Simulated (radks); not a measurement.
**Mo⁺ in [Kr] 4d3 4f2: an all-electron calculation**

Wanted: eigenvalues, radial structure and energy terms of the molybdenum ion Mo+.

Method: scalar-relativistic Kohn-Sham, exchange-only LDA, spin-polarised, spherical densities, finite nucleus; open shells are filled with parallel spins first. Code: radks (a radial shooting solver on a logarithmic mesh, Libxc functionals) version 1.

## (1) What is computed

```
element            : molybdenum (Z = 42)
charge             : +1
electrons          : 41
configuration      : [Kr] 4d3 4f2
nuclear rms radius : 4.4091 fm
```

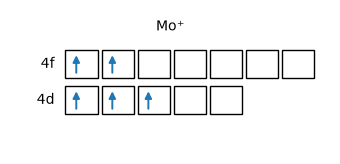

The shells outside the core, filled by Hund's rule for the drawing.

In the logs a row gives level, spin channel, occupation and eigenvalue; Etot, Ekin, Encl (electron-nucleus), Eh (Hartree) and Exc are energies, all in hartree; err is the last residual, it the number of iterations.

## (2) The calculation

Input:

```text
Z 42
configuration [Kr] 4d3 4f2
relativity scalar-relativistic
functional lda,
spin polarised
nucleus finite rms 4.4091 fm
c 137.035999084
```

Started as:

```bash
python run_ks.py task.json out
```

This one command runs every case of the session in turn.

The log of the run:

```text
1s      1   1.0000        -728.15491901
2s      1   1.0000        -103.52251891
2p      1   3.0000         -92.69559341
3s      1   1.0000         -18.22896841
3p      1   3.0000         -14.68265535
3d      1   5.0000          -8.89488983
4s      1   1.0000          -3.14018657
4p      1   3.0000          -2.18081782
4d      1   3.0000          -0.83430119
4f      1   2.0000          -0.11021434
1s      2   1.0000        -728.15527709
2s      2   1.0000        -103.50836606
2p      2   3.0000         -92.68472657
3s      2   1.0000         -18.21854673
3p      2   3.0000         -14.67123913
3d      2   5.0000          -8.87941192
4s      2   1.0000          -3.05351888
4p      2   3.0000          -2.08517235
4d      2   0.0000          -0.72057649
4f      2   0.0000          -0.03347393
Etot -4039.331268970457
Ekin 4166.448489228861
Encl -9714.059015720293
Eh 1622.9906394838672
Exc -114.71138196289212
err 7.042180180695368e-09
it 13
```

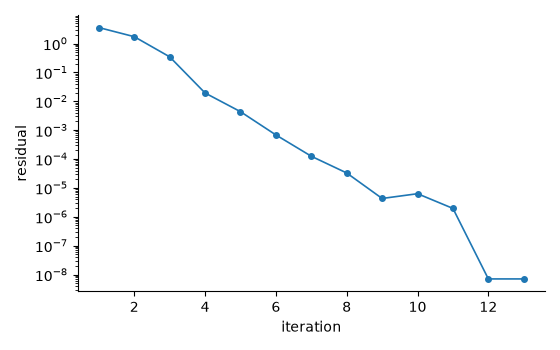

Residual of the self-consistent cycle.

## (3) Shells

Sizes of the orbitals, from the radial functions (bohr):

| level | occupation | energy (eV) | <r> | outermost maximum (interpolated) | 90 % within | nodes |
| --- | --- | --- | --- | --- | --- | --- |
| 1s down | 1 | -19814.1 | 0.03521 | 0.0229 | 0.0631 | 0 |
| 1s up | 1 | -19814.1 | 0.03521 | 0.0229 | 0.0631 | 0 |
| 2s up | 1 | -2817.0 | 0.1539 | 0.130 | 0.238 | 1 |
| 2s down | 1 | -2816.6 | 0.1539 | 0.130 | 0.238 | 1 |
| 2p up | 3 | -2522.4 | 0.1340 | 0.104 | 0.218 | 0 |
| 2p down | 3 | -2522.1 | 0.1340 | 0.104 | 0.218 | 0 |
| 3s up | 1 | -496.04 | 0.4298 | 0.384 | 0.635 | 2 |
| 3s down | 1 | -495.75 | 0.4297 | 0.384 | 0.635 | 2 |
| 3p up | 3 | -399.54 | 0.4313 | 0.377 | 0.652 | 1 |
| 3p down | 3 | -399.22 | 0.4312 | 0.377 | 0.652 | 1 |
| 3d up | 5 | -242.04 | 0.4157 | 0.322 | 0.665 | 0 |
| 3d down | 5 | -241.62 | 0.4154 | 0.322 | 0.664 | 0 |
| 4s up | 1 | -85.449 | 1.099 | 0.986 | 1.60 | 3 |
| 4s down | 1 | -83.090 | 1.092 | 0.982 | 1.59 | 3 |
| 4p up | 3 | -59.343 | 1.217 | 1.07 | 1.80 | 2 |
| 4p down | 3 | -56.740 | 1.207 | 1.06 | 1.78 | 2 |
| 4d up | 3 | -22.702 | 1.643 | 1.32 | 2.55 | 1 |
| 4d down | 0 | -19.608 | 1.622 | 1.31 | 2.52 | 1 |
| 4f up | 2 | -2.999 | 6.134 | 5.35 | 9.37 | 0 |

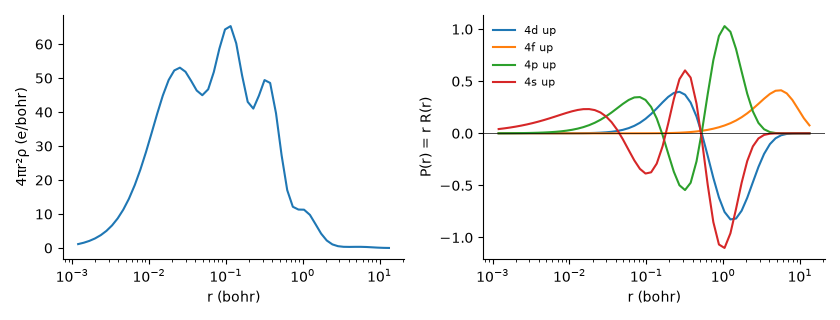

Radial density (left) and radial functions of outer levels (right).

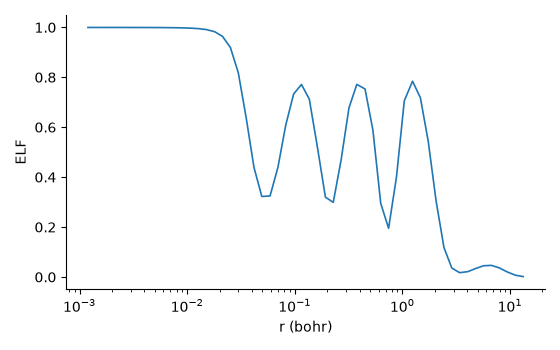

Electron localisation function against radius.

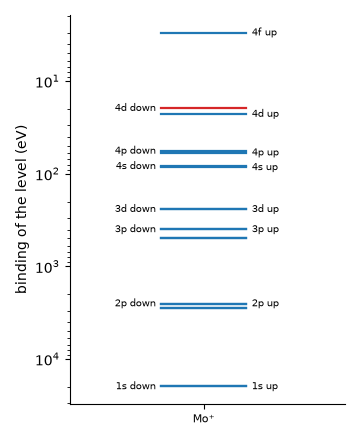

Level scheme on a logarithmic scale; filled levels blue, empty ones red.

Radial Coulomb (F) and exchange (G) integrals, eV:

| integral | shells | value |
| --- | --- | --- |
| F0 | 4f, 4f | 4.001 |
| F2 | 4f, 4f | 2.034 |
| F4 | 4f, 4f | 1.311 |
| F6 | 4f, 4f | 0.955 |
| F0 | 4f, 4d | 5.264 |
| F2 | 4f, 4d | 0.978 |
| F4 | 4f, 4d | 0.416 |
| G1 | 4f, 4d | 0.630 |
| G3 | 4f, 4d | 0.360 |
| G5 | 4f, 4d | 0.246 |

X-ray form factor f at sin θ/λ (1/Å): 0.05: 39.41, 0.15: 35.21, 0.25: 30.68, 0.4: 24.71, 0.6: 19.57, 1: 12.93, 1.5: 7.83.

## (4) Results

```
                        quantity                   value
                    total energy     -4039.33127 hartree
exchange-correlation share of it                  2.84 %
                            −T/E                  1.0315
          highest occupied level        4f up, -2.999 eV
    most extended occupied level  4f up, <r> = 6.13 bohr
 radius at density 0.001 e/bohr³               5.25 bohr
    maxima of the radial density                       5
```

**Reading.** The radial density shows 5 maxima for 4 occupied principal shells. −T/E is 1.031: with relativity the kinetic term as defined here no longer equals −E. This is not the tabulated ground configuration, so its levels and sizes aren't those of the ground state, and no measured value stands beside it.
